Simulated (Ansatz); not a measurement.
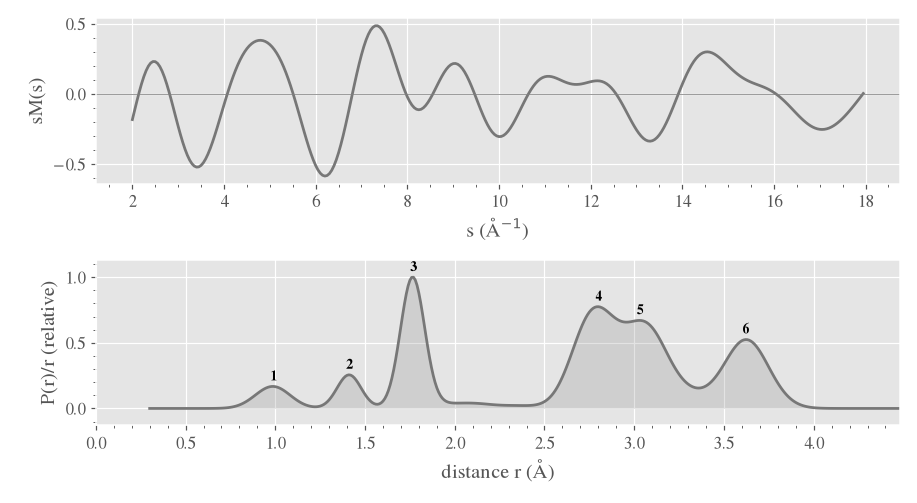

Simulated gas electron diffraction: reduced molecular intensity sM(s) from the Debye equation in the first Born approximation (top) and the radial distribution curve (bottom) of BCl2FH3N. Each pair of atoms contributes with weight ZᵢZⱼ/r; damping constant 0.001 Å²; vibrational amplitudes assumed, not computed: 0.05 Å for bonds, 0.078 Å for bonds to H, 0.06 + 0.015 r up to 0.15 Å for other pairs. The geometry is the end point of an optimisation (UKS B3LYP-D4/6-31G* in Ansatz 0.2.0); it may be a saddle point or a higher isomer.

**Which pairs of atoms lie under the numbered peaks? Mark bonded pairs by – and others by ···.**

Peak 1, 0.99 Å: F–H 0.94 Å, N–H 1.01 Å (×2), not resolved
Peak 2, 1.41 Å: N–B 1.41 Å
Peak 3, 1.77 Å: Cl–B 1.77 Å (×2)
Peak 4, 2.80 Å: Cl···N 2.75 Å (×2), F···N 2.83 Å, Cl···H 2.89 Å (×2), F···B 2.90 Å, not resolved
Peak 5, 3.03 Å: Cl···Cl 3.07 Å; in its flanks Cl···H 3.31 Å
Peak 6, 3.62 Å: Cl···F 3.62 Å (×2), Cl···H 3.68 Å (×2), not resolved
